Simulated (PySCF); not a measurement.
# C2H3Si (SMILES C#C[SiH2]) at UB2PLYP/ccECP-cc-pVDZ (core potential)

What is the vertical doublet–quartet gap of C2H3Si at UB2PLYP/ccECP-cc-pVDZ (core potential)? The job is set up through a Python script.

Program for the calculation: PySCF 2.14.0.

### 1 The molecule

The species is C2H3Si (6 atoms), meant as a doublet with charge 0. SMILES: `C#C[SiH2]`. The coordinates come from a PBE0-D4/def2-TZVP relaxation.

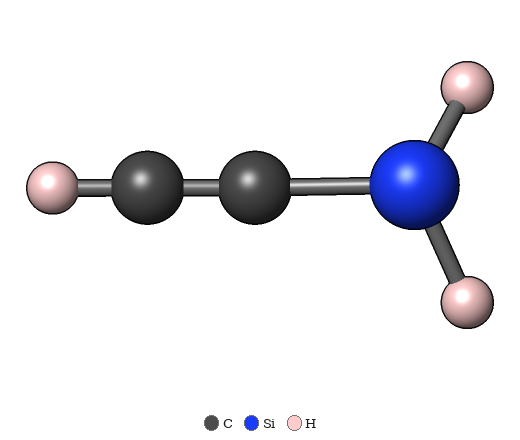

Viewed from a chosen angle; carbon dark grey, silicon blue, hydrogen pink.

### 2 A single-point energy at UB2PLYP/ccECP-cc-pVDZ (core potential)

mol.xyz reads:

```xyz
6
C2H3Si
C      1.019700    -1.302300     0.535000
C      0.376000    -0.354500     0.145700
Si    -0.444500     1.136900    -0.449500
H      1.575400    -2.144400     0.879400
H     -1.137600     0.894600    -1.738800
H     -1.346900     1.705600     0.581800
```

input.py reads:

```python
# C#C[SiH2]
from pyscf import gto, dft, mp

mol = gto.Mole()
mol.atom = 'mol.xyz'
mol.charge = 0
mol.max_memory = 1860
mol.spin = 1
mol.verbose = 4
mol.basis = 'ccecp-cc-pvdz'
mol.ecp = {'C': 'ccecp', 'Si': 'ccecp', 'H': 'ccecp'}
mol.build()

mf = dft.UKS(mol)
mf.xc = '0.53*HF + 0.47*B88, 0.73*LYP'
mf.grids.level = 4
mf.conv_tol = 1e-10
mf.kernel()
if not mf.converged:
    mf = mf.newton().run(mf.mo_coeff, mf.mo_occ)

pt = mp.MP2(mf).run()
e_tot = mf.e_tot + 0.27 * pt.e_corr
print('PT2 part  %.8f' % (0.27 * pt.e_corr))
print(f'total energy: {e_tot:.8f} hartree')
```

Command:

```
$ OMP_NUM_THREADS=1 python input.py
```

The log of the run:

```text
PySCF version 2.14.0

[INPUT] num. atoms = 6
[INPUT] num. electrons = 15
[INPUT] charge = 0
[INPUT] spin (= nelec alpha-beta = 2S) = 1
[INPUT] symmetry False subgroup None
[INPUT] Mole.unit = angstrom
[INPUT] Symbol           X                Y                Z      unit          X                Y                Z       unit  Magmom
[INPUT]  1 C      1.019700000000  -1.302300000000   0.535000000000 AA    1.926953729219  -2.460990332021   1.011003476642 Bohr   0.0
[INPUT]  2 C      0.376000000000  -0.354500000000   0.145700000000 AA    0.710537022836  -0.669907911158   0.275333096349 Bohr   0.0
[INPUT]  3 Si    -0.444500000000   1.136900000000  -0.449500000000 AA   -0.839983262369   2.148429631018  -0.849431892992 Bohr   0.0
[INPUT]  4 H      1.575400000000  -2.144400000000   0.879400000000 AA    2.977074536640  -4.052328701517   1.661825153943 Bohr   0.0
[INPUT]  5 H     -1.137600000000   0.894600000000  -1.738800000000 AA   -2.149752439305   1.690548991036  -3.285855785394 Bohr   0.0
[INPUT]  6 H     -1.346900000000   1.705600000000   0.581800000000 AA   -2.545272117177   3.223116878058   1.099442659272 Bohr   0.0

nuclear repulsion = 23.8879501430612
number of shells = 24
number of NR pGTOs = 175
number of NR cGTOs = 54
basis = ccecp-cc-pvdz
ecp = {'C': 'ccecp', 'Si': 'ccecp', 'H': 'ccecp'}

******** <class 'pyscf.dft.uks.UKS'> ********
method = UKS
initial guess = minao
damping factor = 0
level_shift factor = 0
DIIS = <class 'pyscf.scf.diis.CDIIS'>
diis_start_cycle = 1
diis_space = 8
diis_damp = 0
SCF conv_tol = 1e-10
SCF conv_tol_grad = None
SCF max_cycles = 50
direct_scf = True
direct_scf_tol = 1e-13
number electrons alpha = 8  beta = 7
XC library pyscf.dft.libxc version 7.0.0
    S. Lehtola, C. Steigemann, M. J.T. Oliveira, and M. A.L. Marques.,  SoftwareX 7, 1–5 (2018)
XC functionals = 0.53*HF + 0.47*B88, 0.73*LYP
    A. D. Becke.,  Phys. Rev. A 38, 3098 (1988)
    C. Lee, W. Yang, and R. G. Parr.,  Phys. Rev. B 37, 785 (1988)
    B. Miehlich, A. Savin, H. Stoll, and H. Preuss.,  Chem. Phys. Lett. 157, 200 (1989)
radial grids:
    Treutler-Ahlrichs [JCP 102, 346 (1995); DOI:10.1063/1.469408] (M4) radial grids

becke partition: Becke, JCP 88, 2547 (1988); DOI:10.1063/1.454033
pruning grids: <function nwchem_prune>
grids dens level: 4
symmetrized grids: False
atomic radii adjust function: <function treutler_atomic_radii_adjust>
small_rho_cutoff = 0
Set gradient conv threshold to 1e-05
tot grids = 133264
init E= -16.2162653592642
[... the frontier-level lines of each cycle are left out ...]


cycle= 1 E= -16.6363750988349  delta_E= -0.42  |g|= 0.266  |ddm|= 3.01
cycle= 2 E= -16.6633510259354  delta_E= -0.027  |g|= 0.201  |ddm|= 0.799
cycle= 3 E= -16.6903366138473  delta_E= -0.027  |g|= 0.0332  |ddm|= 0.384
cycle= 4 E= -16.6909438443718  delta_E= -0.000607  |g|= 0.0306  |ddm|= 0.0894
cycle= 5 E= -16.6915730060572  delta_E= -0.000629  |g|= 0.00433  |ddm|= 0.046
cycle= 6 E= -16.6916324983657  delta_E= -5.95e-05  |g|= 0.00197  |ddm|= 0.0195
cycle= 7 E= -16.6916490872313  delta_E= -1.66e-05  |g|= 0.00133  |ddm|= 0.00929
cycle= 8 E= -16.6916622829686  delta_E= -1.32e-05  |g|= 0.000729  |ddm|= 0.0109
cycle= 9 E= -16.6916670868679  delta_E= -4.8e-06  |g|= 0.000258  |ddm|= 0.00888
cycle= 10 E= -16.6916674936646  delta_E= -4.07e-07  |g|= 9.67e-05  |ddm|= 0.00267
cycle= 11 E= -16.6916675308804  delta_E= -3.72e-08  |g|= 4.61e-05  |ddm|= 0.000576
cycle= 12 E= -16.691667541307  delta_E= -1.04e-08  |g|= 2.39e-05  |ddm|= 0.000266
cycle= 13 E= -16.6916675441513  delta_E= -2.84e-09  |g|= 1.15e-05  |ddm|= 0.000155
cycle= 14 E= -16.6916675445741  delta_E= -4.23e-10  |g|= 5.49e-06  |ddm|= 5.73e-05
cycle= 15 E= -16.6916675446523  delta_E= -7.82e-11  |g|= 1.87e-06  |ddm|= 2.75e-05
Extra cycle  E= -16.6916675446583  delta_E= -5.96e-12  |g|= 1.47e-06  |ddm|= 6.04e-06
converged SCF energy = -16.6916675446583  <S^2> = 0.76832305  2S+1 = 2.0182399

******** <class 'pyscf.mp.ump2.UMP2'> ********
nocc = (np.int64(8), np.int64(7)), nmo = (54, 54)
E(UMP2) = -17.096140922295  E_corr = -0.404473377636737
E(SCS-UMP2) = -17.0956287047171  E_corr = -0.403961160058844
E_corr(same-spin) = -0.0939310305060466
E_corr(oppo-spin) = -0.31054234713069
PT2 part  -0.10920781
total energy: -16.80087536 hartree
```

It took 12 s on 1 thread of Arm Neoverse V1, shared host; peak memory 0.29 GiB.

### 3 The quartet at the same level

run.py reads:

```python
from pyscf import gto, dft, mp

mol = gto.Mole()
mol.atom = [
    ('C', (1.019700, -1.302300, 0.535000)),
    ('C', (0.376000, -0.354500, 0.145700)),
    ('Si', (-0.444500, 1.136900, -0.449500)),
    ('H', (1.575400, -2.144400, 0.879400)),
    ('H', (-1.137600, 0.894600, -1.738800)),
    ('H', (-1.346900, 1.705600, 0.581800)),
]
mol.basis = 'ccecp-cc-pvdz'
mol.max_memory = 1860
mol.verbose = 3
mol.ecp = {'C': 'ccecp', 'Si': 'ccecp', 'H': 'ccecp'}
mol.spin = 3
mol.charge = 0
mol.build()

mf = dft.UKS(mol, xc='0.53*HF + 0.47*B88, 0.73*LYP')
mf.conv_tol = 1e-10
mf.grids.level = 4
mf.kernel()
if not mf.converged:
    mf = mf.newton().run(mf.mo_coeff, mf.mo_occ)

pt = mp.MP2(mf).run()
energy = mf.e_tot + 0.27 * pt.e_corr
print('PT2 part  %.8f' % (0.27 * pt.e_corr))
print('E(%s) = %.9f' % ('B2PLYP', energy))
```

Command:

```
$ OMP_NUM_THREADS=1 python run.py
```

The log of the run:

```text
WARN: HOMO -0.0489753083861277 >= LUMO -0.364796827844112

WARN: HOMO -0.058128083008253 >= LUMO -0.074929374735432

WARN: HOMO -0.137213691499325 >= LUMO -0.151832859433788

converged SCF energy = -16.5124456975319  <S^2> = 3.7714494  2S+1 = 4.0107104
E(UMP2) = -16.8482787647891  E_corr = -0.335833067257168
E(SCS-UMP2) = -16.8499676783783  E_corr = -0.337521980846415
PT2 part  -0.09067493
E(B2PLYP) = -16.603120626
```

Run time: 15 s. Hardware: 1 thread of Arm Neoverse V1, shared host; peak memory 0.29 GiB.

### 4 Summary of results

At UB2PLYP/ccECP-cc-pVDZ (core potential):

| quantity | value |
| --- | --- |
| doublet: total energy | -16.80088 Eh |
| doublet: dipole moment (SCF part) | 0.54 D |
| doublet: HOMO energy (SCF part's orbitals) (highest over α and β) | -7.11 eV |
| doublet: LUMO energy (SCF part's orbitals) (lowest over α and β) | -1.35 eV |
| doublet: ⟨S²⟩ | 0.768 |
| quartet: total energy | -16.60312 Eh |
| quartet: dipole moment (SCF part) | 0.98 D |
| quartet: HOMO energy (SCF part's orbitals) (highest over α and β) | -4.31 eV |
| quartet: LUMO energy (SCF part's orbitals) (lowest over α and β) | -2.95 eV |
| quartet: ⟨S²⟩ | 3.771 |
| vertical energy of the quartet above the doublet | 5.381 eV |

At this shape the quartet lies 5.38 eV (519 kJ/mol) above the doublet.
